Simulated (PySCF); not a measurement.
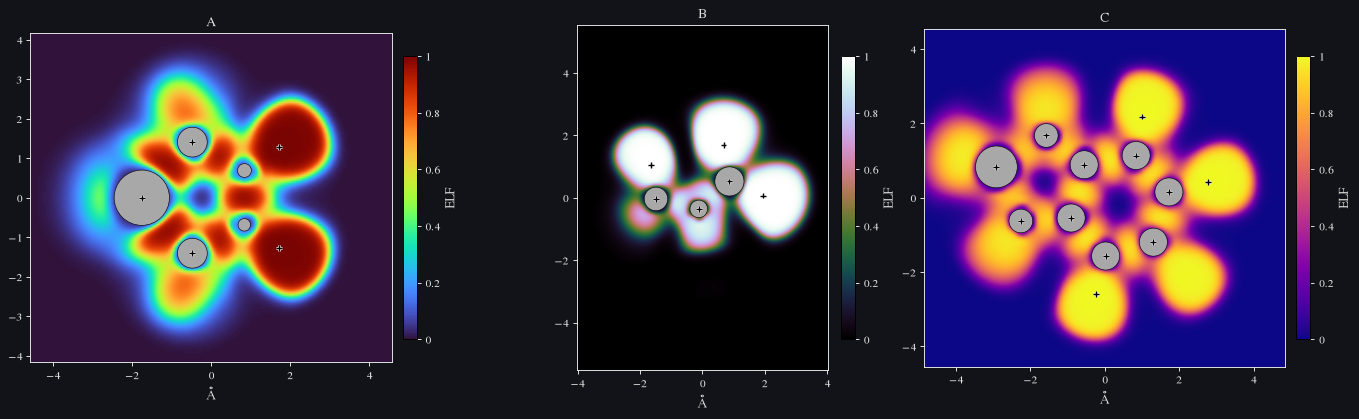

The electron localisation function of 3 systems, each on a plane through atoms (crosses mark nuclei in the plane; grey discs cover the cores).

Method: PBE0/pcSseg-1, SCF density, gas phase, non-relativistic in PySCF.

System 1: C6H4N2S (SMILES c1ccc2nsnc2c1), the plane of atoms C4, C8 and N7. Geometry: GFN2-xTB, MD frame at 250 fs, 600 K.

```xyz
13

C    -1.4384    1.0768    0.5942
C    -1.8211   -0.2863    0.6173
C    -0.9433   -1.2378    0.3753
C     0.3746   -0.9471   -0.0812
N     1.3968   -1.7040   -0.2932
S     2.6796   -0.8193   -0.5870
N     1.9866    0.6151   -0.4692
C     0.6765    0.4949   -0.1429
C    -0.2722    1.4899    0.0099
H    -2.1559    1.8071    0.9769
H    -2.8287   -0.5836    0.8452
H    -1.1065   -2.2894    0.2131
H    -0.0547    2.5253   -0.0590
```

System 2: C4H10Si (SMILES C1CC[SiH2]C1), the plane of atoms C3, Si4 and C5. Geometry: PBE0-D3(BJ)/def2-SVP.

```yaml
atoms:
  - { symbol: C, position_ang: [0.4325, -0.7519, 0.9749] }
  - { symbol: C, position_ang: [-0.7773, -1.0473, 0.0835] }
  - { symbol: C, position_ang: [-1.3230, 0.2804, -0.4673] }
  - { symbol: Si, position_ang: [0.2485, 1.3047, -0.7770] }
  - { symbol: C, position_ang: [1.4043, 0.1594, 0.2070] }
  - { symbol: H, position_ang: [0.9186, -1.6816, 1.3140] }
  - { symbol: H, position_ang: [0.0850, -0.2334, 1.8865] }
  - { symbol: H, position_ang: [-1.5485, -1.6169, 0.6281] }
  - { symbol: H, position_ang: [-0.4539, -1.6885, -0.7562] }
  - { symbol: H, position_ang: [-1.9362, 0.7889, 0.2961] }
  - { symbol: H, position_ang: [-1.9614, 0.1460, -1.3531] }
  - { symbol: H, position_ang: [0.1618, 2.6932, -0.2240] }
  - { symbol: H, position_ang: [0.6226, 1.4114, -2.2227] }
  - { symbol: H, position_ang: [2.0082, -0.4332, -0.5010] }
  - { symbol: H, position_ang: [2.1101, 0.6847, 0.8675] }
```

System 3: C3H11BOS, the plane of atoms H10, B3 and H11. Geometry: GFN2-xTB; at this geometry the atoms fall into two loosely joined parts.

```xyz
17

C     2.2135   -0.2060    0.1284
O     1.3403    0.1890   -0.9026
B     0.9758   -0.5700   -1.9190
S    -1.1294    0.0370    1.7825
C    -1.9190   -0.9286    0.4661
C    -1.0597    1.6416    0.9373
H     1.6683   -0.1775    1.0750
H     3.0412    0.5053    0.1721
H     2.6035   -1.2135   -0.0378
H     0.2264   -0.0738   -2.6740
H     1.3645   -1.6770   -2.0607
H    -2.9145   -0.5351    0.2772
H    -1.9862   -1.9526    0.8179
H    -1.3072   -0.8786   -0.4313
H    -0.4688    1.5404    0.0312
H    -0.5863    2.3396    1.6199
H    -2.0694    1.9718    0.7080
```

### Match each panel to its system.

Panel A is system 2, C4H10Si: the plane holds C, Si and H. C–Si (1.90 Å): the ELF peaks at about 0.95 between the atoms (a shared electron pair). Panel B is system 3, C3H11BOS: the plane holds C, O, B and H. B–O (1.32 Å): the ELF peaks at about 0.90 between the atoms (a short, strongly polar bond). Panel C is system 1, C6H4N2S: the plane holds C, N, S and H. C–N (1.29 Å): the ELF peaks at about 0.90 between the atoms; a covalent bond.
